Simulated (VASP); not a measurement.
Band structure of ScAl3 (space group Pm-3m). Method: LDA (Ceperley-Alder, Perdew-Zunger), VASP's LDA PAW potentials (set 64) (plane waves; VASP).

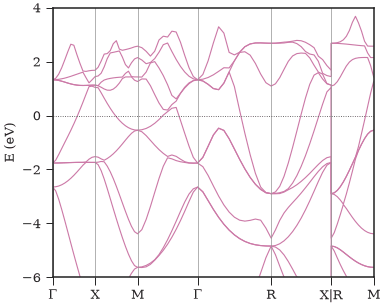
Fig. 1. Bands along high-symmetry lines, zero at the valence-band maximum or, without a gap, the Fermi level

Read the plot: is there a gap, and where are the band edges?

It has no gap at this level: it comes out as a metal or semimetal. (Edges off the drawn lines would not show.)

The structure comes from a computed database's ScAl3 entry (Pm-3m); how it stands against other phases isn't given here. It was relaxed first.
